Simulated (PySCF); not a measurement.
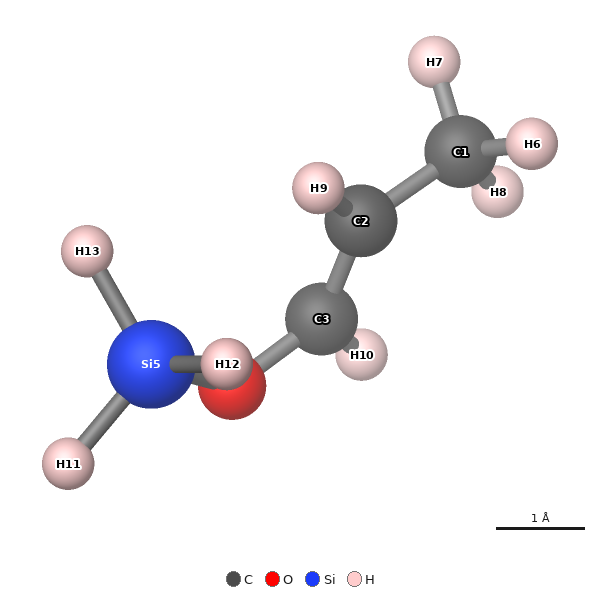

Fig. 1: The structure as given in the input (ball-and-stick view, seen at a tilt; atoms are numbered from 1 in the order of the input). Bond lengths as drawn: C–C 1.34 to 1.49 Å, C–H 1.10 Å, C–O 1.35 Å, H–Si 1.49 Å and O–Si 1.68 Å.

**C3H8OSi: one change and its effect**

System: C3H8OSi.
Method of the first run: GIAO PBE0/STO-3G NMR shielding, non-relativistic, gas phase (PySCF 2.14.0).

The geometry comes from this level: PBE0-D3(BJ)/def2-SVP. Text and figures count atoms from 1; the logs count them from 0 in places.

The input, the first run:
```
{"job": {"kind": "nmr", "xc": "PBE0", "basis": "STO-3G", "pop": true}, "charge": 0, "multiplicity": 1}
C     -2.242045     0.112852     0.345289
C     -0.758859     0.116491     0.175251
C     -0.078763    -0.859747    -0.436453
O      1.257745    -0.918048    -0.624718
Si     2.387270     0.243624    -0.184959
H     -2.707286     0.992631    -0.130262
H     -2.528116     0.140806     1.410198
H     -2.695438    -0.786030    -0.099195
H     -0.210328     0.976002     0.582221
H     -0.588017    -1.736118    -0.854177
H      3.694005    -0.284595    -0.654992
H      2.077885     1.548288    -0.843057
H      2.399765     0.431996     1.296668
```

The first line tells a small driver script what to run in PySCF; the rest is the geometry in Å.

Command:
```bash
OMP_NUM_THREADS=1 python <driver script> task.json out
```

Hardware: 1 CPU thread, shared host.

Output (the first run):
```
coarse grid: 10928 points
cycle   1  E = -477.6475870468  dE =  3.510e-01  |g| = 4.786e-01  |ddm| = 4.346e+00
cycle   2  E = -477.5722158558  dE =  7.537e-02  |g| = 7.492e-01  |ddm| = 1.571e+00
cycle   3  E = -477.7223269534  dE = -1.501e-01  |g| = 1.321e-01  |ddm| = 9.852e-01
cycle   4  E = -477.7272206822  dE = -4.894e-03  |g| = 4.744e-02  |ddm| = 2.280e-01
cycle   5  E = -477.7279091481  dE = -6.885e-04  |g| = 9.012e-03  |ddm| = 6.939e-02
cycle   6  E = -477.7279367650  dE = -2.762e-05  |g| = 6.985e-04  |ddm| = 1.294e-02
cycle   7  E = -477.7279368963  dE = -1.314e-07  |g| = 2.364e-04  |ddm| = 9.064e-04
final grid: 99736 points
cycle   8  E = -477.6924688097  dE = -1.910e-06  |g| = 4.893e-03  |ddm| = 1.354e-02
cycle   9  E = -477.6924609026  dE =  7.907e-06  |g| = 6.983e-03  |ddm| = 1.545e-02
cycle  10  E = -477.6924757745  dE = -1.487e-05  |g| = 1.135e-03  |ddm| = 1.012e-02
cycle  11  E = -477.6924761754  dE = -4.009e-07  |g| = 1.264e-04  |ddm| = 1.504e-03
cycle  12  E = -477.6924761803  dE = -4.823e-09  |g| = 1.168e-05  |ddm| = 1.691e-04
cycle  13  E = -477.6924761803  dE = -4.184e-11  |g| = 4.721e-06  |ddm| = 2.307e-05
converged SCF energy = -477.6924761803

GIAO shielding tensors (ppm)
atom      isotropic    diamagn.    paramagn.     s11        s22        s33       span
  0 C      213.751     243.271     -29.520    204.469    209.938    226.846     22.377
  1 C      145.636     256.686    -111.049     71.563    158.248    207.098    135.535
  2 C      115.061     256.480    -141.419     42.009    137.802    165.371    123.362
  3 O      342.779     373.835     -31.056    162.672    412.854    452.810    290.138
  4 Si     561.360     867.932    -306.571    519.205    522.675    642.200    122.995
  5 H       31.581      29.569       2.012     27.086     28.383     39.275     12.189
  6 H       31.580      29.520       2.059     27.085     28.363     39.290     12.205
  7 H       31.435      30.153       1.282     26.554     30.006     37.745     11.191
  8 H       29.398      36.164      -6.766     25.768     29.722     32.703      6.934
  9 H       27.090      32.010      -4.921     23.975     27.126     30.168      6.194
 10 H       29.783      29.659       0.125     25.967     27.301     36.082     10.115
 11 H       29.921      31.805      -1.884     26.296     27.868     35.597      9.301
 12 H       29.894      31.734      -1.841     26.281     27.802     35.598      9.317
```

The input of the second run differs as follows (lines with − go, lines with + come):
```diff
-"basis": "STO-3G"
+"basis": "6-31G"
```

Predict how the results change.

The total energy of the second run is 3565.4 kcal/mol lower, which measures the change of basis and not a stability. The HOMO goes from −3.52 to −6.27 eV. The LUMO goes from 4.49 to 0.58 eV. The dipole moment goes from 1.00 to 1.25 D. Of all shieldings, the largest change is that of Si5, by −110.7 ppm. The SCF takes 14 iterations against 13. The basis functions go from 37 to 65.

Output (the second run):
```
coarse grid: 10928 points
cycle   1  E = -483.3499125152  dE =  4.850e-01  |g| = 5.911e-01  |ddm| = 3.174e+00
cycle   2  E = -483.2545239746  dE =  9.539e-02  |g| = 9.238e-01  |ddm| = 1.478e+00
cycle   3  E = -483.4222024332  dE = -1.677e-01  |g| = 1.161e-01  |ddm| = 9.713e-01
cycle   4  E = -483.4251395970  dE = -2.937e-03  |g| = 4.392e-02  |ddm| = 1.613e-01
cycle   5  E = -483.4256044462  dE = -4.648e-04  |g| = 1.418e-02  |ddm| = 5.032e-02
cycle   6  E = -483.4256593138  dE = -5.487e-05  |g| = 1.230e-03  |ddm| = 1.481e-02
cycle   7  E = -483.4256597865  dE = -4.727e-07  |g| = 3.001e-04  |ddm| = 2.091e-03
final grid: 99736 points
cycle   8  E = -483.3742713426  dE = -5.729e-06  |g| = 7.301e-03  |ddm| = 1.432e-02
cycle   9  E = -483.3742568808  dE =  1.446e-05  |g| = 1.114e-02  |ddm| = 1.645e-02
cycle  10  E = -483.3742829123  dE = -2.603e-05  |g| = 1.674e-03  |ddm| = 1.115e-02
cycle  11  E = -483.3742836196  dE = -7.073e-07  |g| = 1.578e-04  |ddm| = 1.727e-03
cycle  12  E = -483.3742836250  dE = -5.416e-09  |g| = 6.602e-05  |ddm| = 2.066e-04
cycle  13  E = -483.3742836262  dE = -1.127e-09  |g| = 1.112e-05  |ddm| = 7.617e-05
cycle  14  E = -483.3742836262  dE = -4.081e-11  |g| = 2.305e-06  |ddm| = 1.794e-05
converged SCF energy = -483.3742836262

GIAO shielding tensors (ppm)
atom      isotropic    diamagn.    paramagn.     s11        s22        s33       span
  0 C      184.487     245.651     -61.164    173.196    180.437    199.828     26.633
  1 C       99.574     257.246    -157.672     17.905    113.080    167.737    149.833
  2 C       57.423     249.752    -192.329    -33.542     88.917    116.894    150.436
  3 O      259.357     401.164    -141.807    155.562    278.324    344.186    188.624
  4 Si     450.636     879.989    -429.353    408.167    411.300    532.443    124.276
  5 H       30.930      28.604       2.326     26.632     28.853     37.306     10.674
  6 H       30.924      28.579       2.346     26.619     28.821     37.333     10.714
  7 H       31.116      29.107       2.009     27.182     30.032     36.134      8.952
  8 H       28.026      33.160      -5.134     24.984     27.729     31.364      6.380
  9 H       25.808      29.855      -4.047     22.307     26.710     28.407      6.100
 10 H       27.566      29.240      -1.674     23.686     25.969     33.043      9.357
 11 H       27.481      29.099      -1.618     24.079     25.847     32.519      8.440
 12 H       27.454      29.084      -1.630     24.012     25.785     32.566      8.554
```

The two runs side by side:

```csv
quantity,the first run,the second run
outcome,converged,converged
total energy (hartree),−477.692476,−483.374284
HOMO (eV),−3.52,−6.27
LUMO (eV),4.49,0.58
dipole moment (D),1.00,1.25
shielding of C1 (ppm),213.8,184.5
shielding of C2 (ppm),145.6,99.6
shielding of C3 (ppm),115.1,57.4
shielding of O4 (ppm),342.8,259.4
shielding of Si5 (ppm),561.4,450.6
shielding of H12 (ppm),29.9,27.5
shielding of H13 (ppm),29.9,27.5
SCF iterations,13,14
basis functions,37,65
wall time (shared host),2.6 s,4.9 s
```
